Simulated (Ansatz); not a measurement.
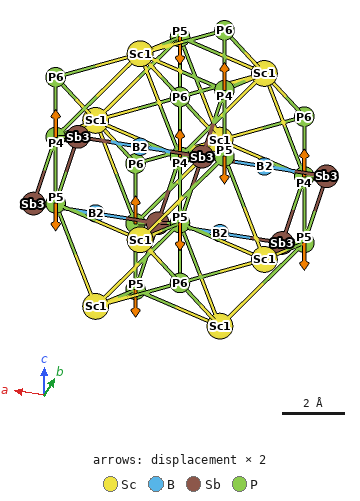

This is a relaxation of a crystal of ScBSbP3 (a generated structure, set up in Pmmm). The starting structure is drawn; orange arrows show the displacements (the part carried along by the change of the cell is left out), magnified 2 times.

A ball-and-stick model of the atoms within 5.8 Å of the atom that moves most (axes of the cell of the calculation), seen from a free direction.

These are results of DFT PBE, scalar-relativistic, plane waves, PAW in Ansatz, not measurements.

The input:
```yaml
crystal:
  lattice:
    - [4.219962861, 0.0, 0.0]
    - [0.0, 4.6410043703, 0.0]
    - [0.0, 0.0, 6.8765192941]
  atoms:
    - { symbol: Sc, position: [0.0, 0.0, 0.0] }
    - { symbol: B, position: [0.0, 0.0, 0.5] }
    - { symbol: Sb, position: [0.5, 0.0, 0.5] }
    - { symbol: P, position: [0.5, 0.5, 0.6783145374] }
    - { symbol: P, position: [0.5, 0.5, 0.3216854626] }
    - { symbol: P, position: [0.5, 0.5, 0.0] }
basis:
  ecutwfc: 420
kpoints:
  mp_grid: { grid: [10, 8, 6] }
hamiltonian:
  xc: pbe
scf:
  occupations: { method: gaussian, width: 0.1 }
output:
  forces: true
  stress: true
  eigenvalues: true
  write_density: true
  write_potential: true
  elf: true
  volumetric_format: npy
relax:
  adjacent_minimum: "off"
  f_tol: 0.01
  max_steps: 80
  cell: { stress_tol: 0.05 }
```

Command:
```bash
ansatz run input.yaml --threads 1 --pin off --max-ram 2560MiB --backend cpu --events-out ev --progress --plain --runs-dir out
```

Describe the change and its energy.

The largest moves relative to the cell, 0.52 Å, are those of P4 and P5. P4 goes along +c. B and Sb and Sc stay in place. The volume changes by −4.5 %, with a 4.220 → 4.214 Å (−0.1 %), b 4.641 → 3.527 Å (−24.0 %), c 6.877 → 8.657 Å (+25.9 %). Among the contacts that change: P4–P5 2.452 → 4.131 Å, Sc1–P6 3.136 → 2.748 Å, Sc1–P4 3.838 → 3.560 Å, Sb3–P4 2.625 → 2.716 Å. Bond angles that change, for instance: P4–Sb3–P4 124.3° → 81.0°, Sb3–P4–Sb3 124.3° → 81.0°, P4–Sb3–P5 55.7° → 99.0°. The space group stays Pmmm (No. 47). Over 12 accepted moves (15 points after the start) the energy falls by 1.440 eV per cell of the calculation. The largest force component goes from 0.24 to 0.0015 eV/Å. Pressure: 0.71 GPa at the start and −0.01 GPa at the end. The line search rejected the trial step at point 9 of the run. At 2 points the geometry stayed and the basis and grid were re-selected for the new cell (energy shift of 74.3 meV per cell of the calculation at most each time).
